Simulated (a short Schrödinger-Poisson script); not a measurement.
System: MOS inversion layer, SiO2 on p-type Si(100), at 300 K.

```tsv
layer	material	thickness (nm)	Na (cm⁻³)
1	SiO2	2.5	-
2	Si	730	3.5e17
```

The device is made up for the run: typed textbook-type constants, with dimensions and the other settings drawn at random. SiO2: permittivity 3.9, conduction-band edge (eV) 3.15, gap (eV) 9, electron mass (mₑ) 0.5. Si: permittivity 11.7, conduction-band edge (eV) 0, gap (eV) 1.124, Nv at 300 K (cm⁻³) 3.1e19.

Channel valleys (confinement mass, in-plane density-of-states mass, number): Δ2 0.916, 0.19, 2; Δ4 0.19, 0.417, 4. At the gate the conduction-band edge of layer 1 lies 3.61 eV − eVg above the Fermi level of the channel; the field vanishes at the back. Gaps are held at their typed values at every temperature. Mesh 0.03 nm at interfaces.

From a short Schrödinger-Poisson script (our own, NumPy): 1D Poisson equation in equilibrium, electrons quantum, Hartree (BenDaniel-Duke, 12 states a valley, the channel's in-plane mass for all, wave functions free to enter the dielectric), parabolic valleys, classical holes, full ionisation, no traps, pinning or gate leakage.

Only gate voltages with over 1e8 electrons/cm² are shown.

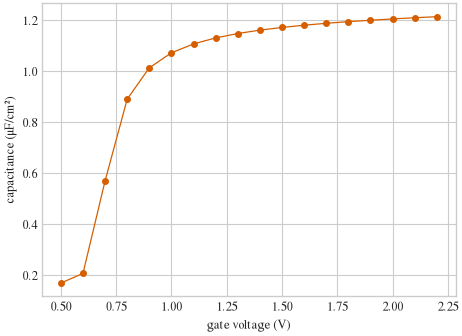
Fig. 1. Quasi-static capacitance against gate voltage

```
Vg (V)  electrons (cm⁻²)  C (μF/cm²)  Δ2 E0 (meV)  Δ2 E1 (meV)  Δ4 E0 (meV)  Δ4 E1 (meV)
------  ----------------  ----------  -----------  -----------  -----------  -----------
0.5               4.34e8       0.169        254.8        310.5        297.3        389.5
0.6              1.09e10       0.207        170.5        228.4        214.5        310.4
0.7              1.55e11       0.570        100.9        161.3        146.7        245.8
0.8              5.91e11       0.891         64.6        128.2        112.8        214.7
0.9              1.18e12        1.01         45.0        112.0         95.6        200.0
1                1.82e12        1.07         31.7        102.2         84.9        191.5
1.1              2.50e12        1.11         21.6         95.4         77.2        185.8
1.2              3.19e12        1.13         13.3         90.3         71.2        181.7
1.3              3.90e12        1.15          6.2         86.3         66.3        178.6
1.4              4.62e12        1.16         -0.1         83.0         62.1        176.1
1.5              5.35e12        1.17         -5.9         80.3         58.5        174.1
1.6              6.08e12        1.18        -11.1         77.9         55.2        172.4
1.7              6.82e12        1.19        -16.0         75.8         52.2        171.0
1.8              7.57e12        1.19        -20.6         74.0         49.5        169.7
1.9              8.31e12        1.20        -25.0         72.4         46.9        168.7
2                9.06e12        1.21        -29.2         70.9         44.5        167.7
2.1              9.82e12        1.21        -33.2         69.5         42.3        166.9
2.2              1.06e13        1.21        -37.1         68.3         40.1        166.1
```

Subbands count from the Fermi level.
